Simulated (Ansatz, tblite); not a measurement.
# In7N7 zinc blende off sphere (In7N7H20): removing and adding an electron

Aim: the energy of removing and adding an electron for In7N7 zinc blende off sphere (In7N7H20), by energy differences, and how well orbital energies stand in for it.

Program: Ansatz 0.2.0, Gaussian basis. Level of theory: as each input shows. These are calculated values, not measurements.

The runs, in order: charge +1 doublet, at the geometry of the singlet (PBE0-D4/def2-TZVP, PBE-D4/def2-TZVP); charge -1 doublet, at the geometry of the singlet (PBE0-D4/def2-TZVP, PBE-D4/def2-TZVP); the starting singlet's energies come from earlier runs.

1 further run of the same task is left out (set aside as unsound or not needed).

## Step 1: The relaxed structure

The singlet was relaxed beforehand with PBE-D4/def2-SVP.

34 atoms, charge 0, spin multiplicity 1.

Atoms are counted from 1 here; the program's logs count them from 0.

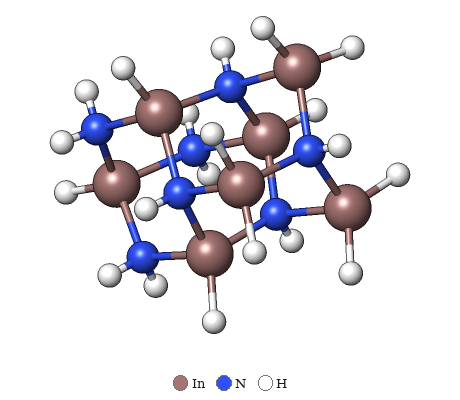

The geometry (indium brown, nitrogen blue, hydrogen white).

In takes a core potential in the def2 sets. No spin-orbit coupling is included.

## Step 2: Charge +1 doublet at the fixed geometry, PBE0-D4/def2-TZVP

File in.yaml:

```yaml
crystal:
  periodic: [false, false, false]
  atoms:
    - {symbol: In, position_ang: [0.650081, -3.292397, 0.649842]}
    - {symbol: In, position_ang: [-2.030371, 2.032781, -2.027588]}
    - {symbol: In, position_ang: [0.744243, -0.747216, -1.901928]}
    - {symbol: In, position_ang: [-1.901985, -0.746859, 0.748482]}
    - {symbol: In, position_ang: [0.653749, -0.655401, 3.290183]}
    - {symbol: In, position_ang: [0.748117, 1.899979, 0.748157]}
    - {symbol: In, position_ang: [3.290786, -0.653822, 0.649172]}
    - {symbol: N, position_ang: [-3.068759, 0.670990, -0.663760]}
    - {symbol: N, position_ang: [-0.592347, -1.804163, -0.590037]}
    - {symbol: N, position_ang: [1.812662, -1.814916, 1.809606]}
    - {symbol: N, position_ang: [-0.668674, 0.670516, -3.068032]}
    - {symbol: N, position_ang: [-0.664133, 3.069849, -0.667284]}
    - {symbol: N, position_ang: [1.802989, 0.588692, -0.590769]}
    - {symbol: N, position_ang: [-0.588703, 0.588441, 1.805297]}
    - {symbol: H, position_ang: [1.668746, -4.058730, -0.549195]}
    - {symbol: H, position_ang: [-0.546822, -4.057853, 1.671646]}
    - {symbol: H, position_ang: [-3.037109, 3.039033, -3.031569]}
    - {symbol: H, position_ang: [1.562632, -1.567745, -3.193783]}
    - {symbol: H, position_ang: [-3.193215, -1.566659, 1.568542]}
    - {symbol: H, position_ang: [-0.543965, -1.676298, 4.055614]}
    - {symbol: H, position_ang: [1.675386, 0.540897, 4.056790]}
    - {symbol: H, position_ang: [1.569203, 3.189708, 1.569278]}
    - {symbol: H, position_ang: [4.056649, -1.673278, -0.549491]}
    - {symbol: H, position_ang: [4.056642, 0.543628, 1.670115]}
    - {symbol: H, position_ang: [-3.711020, 0.074544, -1.209185]}
    - {symbol: H, position_ang: [-3.705935, 1.218584, -0.063858]}
    - {symbol: H, position_ang: [-1.169561, -2.439303, -1.166274]}
    - {symbol: H, position_ang: [2.411493, -2.414115, 2.407084]}
    - {symbol: H, position_ang: [-1.214655, 0.074269, -3.709992]}
    - {symbol: H, position_ang: [-0.068952, 1.217949, -3.705517]}
    - {symbol: H, position_ang: [-0.063444, 3.705732, -1.215518]}
    - {symbol: H, position_ang: [-1.207638, 3.713300, -0.070387]}
    - {symbol: H, position_ang: [2.438069, 1.165249, -1.167724]}
    - {symbol: H, position_ang: [-1.164160, 1.164615, 2.442090]}
basis:
  gaussian: {orbitals: def2-TZVP, fitting: {mean_field: def2-universal-jkfit}}
total_charge: 1
magnetization: {spin_polarized: true, initial_magnetization: 1}
hamiltonian: {xc: pbe0, dispersion: d4}
scf: {omitted_lower_state_checks: [starts]}
output: {orbitals: {seedname: orbitals}}
```

Started as:

```sh
$ ansatz run in.yaml --threads 2 --pin off --events-out ev --progress --plain --max-ram 32768MiB --backend cuda --devices 0, --max-vram 18GiB
```

Log:

```text
Functional definition: PBE0
  name "PBE0"
  cite "Adamo & Barone, J. Chem. Phys. 110, 6158 (1999) doi:10.1063/1.478522"
  cite "Perdew, Burke & Ernzerhof, Phys. Rev. Lett. 77, 3865 (1996) doi:10.1103/PhysRevLett.77.3865"
  parent pbe
  parameter a = 0.25
  parameter kappa = 0.804
  parameter beta = 0.06672455060314922
  exchange = (1 - a)*pbe_x(kappa = kappa, mu = beta*pi^2/3) + a*exact_x
  correlation = pbe_c(beta = beta)
these checks for a lower state are left out or cut short: starts
2425 factors; integrals over basis functions are off by at most 6.3e-1 eV
mean field evaluation 1: about -46894.2548 eV, gradient 1.3e2 eV
mean field evaluation 2: about -46563.9934 eV, gradient 2.8e2 eV
mean field evaluation 4: about -46959.5145 eV, gradient 2.9e1 eV
mean field evaluation 8: about -46962.7007 eV, gradient 4.2e-1 eV
mean field evaluation 16: about -46962.7020 eV, gradient 1.8e-2 eV
mean field evaluation 32: about -46962.7020 eV, gradient 2.4e-4 eV
mean field -46962.70204394 eV, -1725.8474676522 hartree, gradient 9.2e-6 eV, S^2 0.761965; 0 other end points of the search recorded, 0 dependent functions left out
reference -46962.70213360 eV, -1725.8474709469 hartree; 108, 107 occupied and 579, 580 virtual orbitals, 2425 factors
Total energy: -46964.23874647 eV, -1725.9039404284 hartree
Checks for a lower state left out: starts
```

Run time: 15 s. Hardware: 1 × H100 (card shared with other runs) with 2 threads of AMD EPYC 7R13, shared host; peak host memory 1.4 GiB.

From the report: HOMO -10.31 eV, LUMO -9.43 eV (over both spins); ⟨S²⟩ 0.762 (pure: 0.75).

## Step 3: Charge +1 doublet at the fixed geometry, PBE-D4/def2-TZVP

start.molden holds the orbitals of an earlier run on this state, given as this run's starting guess.

Changes to in.yaml since step 2:

```diff
@@ -38,6 +38,6 @@
 basis:
-  gaussian: {orbitals: def2-TZVP, fitting: {mean_field: def2-universal-jkfit}}
+  gaussian: {orbitals: def2-TZVP, fitting: {mean_field: def2-universal-jkfit}, initial_orbitals: start.molden}
 total_charge: 1
 magnetization: {spin_polarized: true, initial_magnetization: 1}
-hamiltonian: {xc: pbe0, dispersion: d4}
+hamiltonian: {xc: pbe, dispersion: d4}
 scf: {omitted_lower_state_checks: [starts]}
```

Launched as before.

Log:

```text
Functional definition: PBE
  name "PBE"
  cite "Perdew, Burke & Ernzerhof, Phys. Rev. Lett. 77, 3865 (1996) doi:10.1103/PhysRevLett.77.3865"
  parent pbe
  parameter kappa = 0.804
  parameter beta = 0.06672455060314922
  exchange = pbe_x(kappa = kappa, mu = beta*pi^2/3)
  correlation = pbe_c(beta = beta)
these checks for a lower state are left out or cut short: starts
2425 factors; integrals over basis functions are off by at most 6.3e-1 eV
mean field evaluation 1: about -46962.1098 eV, gradient 1.2e1 eV
mean field evaluation 2: about -46962.6187 eV, gradient 4.9e-1 eV
mean field evaluation 4: about -46962.6222 eV, gradient 8.0e-3 eV
mean field evaluation 8: about -46962.6222 eV, gradient 2.9e-5 eV
mean field evaluation 16: about -46962.6222 eV, gradient 2.7e-6 eV
mean field -46962.62219016 eV, -1725.8445330798 hartree, gradient 2.9e-6 eV, S^2 0.754438; 0 other end points of the search recorded, 0 dependent functions left out
reference -46962.62232088 eV, -1725.8445378835 hartree; 108, 107 occupied and 579, 580 virtual orbitals, 2425 factors
Total energy: -46964.33940138 eV, -1725.9076394281 hartree
Checks for a lower state left out: starts
```

It took 11 s on 1 × H100 (card shared with other runs) with 2 threads of AMD EPYC 7R13, shared host; peak host memory 1.3 GiB.

HOMO -9.30 eV, LUMO -9.41 eV (over both spins; with the spin held, an empty level of the minority spin lies below the top filled one); ⟨S²⟩ 0.754 (pure: 0.75).

## Step 4: Vertical ionisation energy

Charged state less starting state, singlet to doublet; the starting state's energies are those of its earlier runs.

| level | vertical ionisation energy (eV) | time |
| --- | --- | --- |
| PBE-D4/def2-TZVP | +7.63 | 17 s |
| PBE0-D4/def2-TZVP | +8.19 | 25 s |

Times add the two runs; a level without a time comes out of a correlated run.

Beside −ε(HOMO) of the starting state:

```csv
level,−ε(HOMO) (eV),by difference (eV),mismatch (eV)
PBE-D4/def2-TZVP,5.60,7.63,-2.03
PBE0-D4/def2-TZVP,6.74,8.19,-1.46
```

## Step 5: Charge -1 doublet at the fixed geometry, PBE0-D4/def2-TZVP

Changes to in.yaml since step 3:

```diff
@@ -38,6 +38,6 @@
 basis:
-  gaussian: {orbitals: def2-TZVP, fitting: {mean_field: def2-universal-jkfit}, initial_orbitals: start.molden}
-total_charge: 1
+  gaussian: {orbitals: def2-TZVP, fitting: {mean_field: def2-universal-jkfit}}
+total_charge: -1
 magnetization: {spin_polarized: true, initial_magnetization: 1}
-hamiltonian: {xc: pbe, dispersion: d4}
+hamiltonian: {xc: pbe0, dispersion: d4}
 scf: {omitted_lower_state_checks: [starts]}
```

The command is unchanged.

Log (excerpt; [...] marks lines left out):

```text
Functional definition: PBE0
  name "PBE0"
  cite "Adamo & Barone, J. Chem. Phys. 110, 6158 (1999) doi:10.1063/1.478522"
  cite "Perdew, Burke & Ernzerhof, Phys. Rev. Lett. 77, 3865 (1996) doi:10.1103/PhysRevLett.77.3865"
  parent pbe
[...]
2425 factors; integrals over basis functions are off by at most 6.3e-1 eV
[...]
mean field -46971.27767014 eV, -1726.1626161020 hartree, gradient 1.8e-5 eV, S^2 0.751384; 0 other end points of the search recorded, 0 dependent functions left out
reference -46971.27776447 eV, -1726.1626195686 hartree; 109, 108 occupied and 578, 579 virtual orbitals, 2425 factors
Total energy: -46972.93364122 eV, -1726.2234719168 hartree
Checks for a lower state left out: starts
```

It took 16 s on 1 × H100 (card shared with other runs) with 2 threads of AMD EPYC 7R13, shared host; peak host memory 1.4 GiB.

From the report: HOMO 0.61 eV, LUMO 1.68 eV (over both spins); ⟨S²⟩ 0.751 (pure: 0.75). Doubts: highest occupied level lies above zero.

## Step 6: Charge -1 doublet at the fixed geometry, PBE-D4/def2-TZVP

Changes to in.yaml since step 5:

```diff
@@ -38,6 +38,6 @@
 basis:
-  gaussian: {orbitals: def2-TZVP, fitting: {mean_field: def2-universal-jkfit}}
+  gaussian: {orbitals: def2-TZVP, fitting: {mean_field: def2-universal-jkfit}, initial_orbitals: start.molden}
 total_charge: -1
 magnetization: {spin_polarized: true, initial_magnetization: 1}
-hamiltonian: {xc: pbe0, dispersion: d4}
+hamiltonian: {xc: pbe, dispersion: d4}
 scf: {omitted_lower_state_checks: [starts]}
```

The command is unchanged.

Log:

```text
Functional definition: PBE
  name "PBE"
  cite "Perdew, Burke & Ernzerhof, Phys. Rev. Lett. 77, 3865 (1996) doi:10.1103/PhysRevLett.77.3865"
  parent pbe
  parameter kappa = 0.804
  parameter beta = 0.06672455060314922
  exchange = pbe_x(kappa = kappa, mu = beta*pi^2/3)
  correlation = pbe_c(beta = beta)
these checks for a lower state are left out or cut short: starts
2425 factors; integrals over basis functions are off by at most 6.3e-1 eV
mean field evaluation 1: about -46970.4083 eV, gradient 1.2e1 eV
mean field evaluation 2: about -46970.9307 eV, gradient 6.0e-1 eV
mean field evaluation 4: about -46970.9343 eV, gradient 1.0e-1 eV
mean field evaluation 8: about -46970.9344 eV, gradient 1.5e-5 eV
mean field -46970.93443107 eV, -1726.1500022991 hartree, gradient 1.5e-5 eV, S^2 0.750577; 0 other end points of the search recorded, 0 dependent functions left out
reference -46970.93455340 eV, -1726.1500067945 hartree; 109, 108 occupied and 578, 579 virtual orbitals, 2425 factors
Total energy: -46972.78383031 eV, -1726.2179664674 hartree
Checks for a lower state left out: starts
```

Wall time 11 s (1 × H100 (card shared with other runs) with 2 threads of AMD EPYC 7R13, shared host); peak host memory 1.2 GiB.

HOMO 0.76 eV, LUMO 0.91 eV (over both spins); ⟨S²⟩ 0.751 (pure: 0.75). Doubts: highest occupied level lies above zero.

## Step 7: Vertical electron affinity

Starting state less charged state (positive: the electron is bound), singlet to doublet; the starting state's energies are those of its earlier runs.

| level | vertical electron affinity (eV) | time |
| --- | --- | --- |
| PBE-D4/def2-TZVP | +0.81 | 17 s |
| PBE0-D4/def2-TZVP | +0.50 | 27 s |

Times add the two runs; a level without a time comes out of a correlated run.

Beside −ε(LUMO) of the starting state:

| level | −ε(LUMO) (eV) | by difference (eV) | mismatch (eV) |
| --- | --- | --- | --- |
| PBE-D4/def2-TZVP | 2.30 | 0.81 | +1.49 |
| PBE0-D4/def2-TZVP | 1.51 | 0.50 | +1.00 |

## Step 8: Results

```
                                            quantity                               value
vertical ionisation energy, functionals in def2-TZVP  7.63 (PBE-D4) to 8.19 eV (PBE0-D4)
vertical electron affinity, functionals in def2-TZVP  0.50 (PBE0-D4) to 0.81 eV (PBE-D4)
```

**Reading.** The vertical ionisation energy spans 7.63 to 8.19 eV over the functionals. −ε(HOMO) misses the level's own difference by -1.46 eV at best (PBE0-D4) and -2.03 eV at worst (PBE-D4). The vertical electron affinity spans 0.50 to 0.81 eV over the functionals. The anion's highest level lies above zero where self-interaction lifts it, so diffuse functions weigh on these values. −ε(LUMO) misses the level's own difference by +1.00 eV at best (PBE0-D4) and +1.49 eV at worst (PBE-D4).

The anion's highest level is positive in at least one run, so there the basis alone may hold the extra electron.
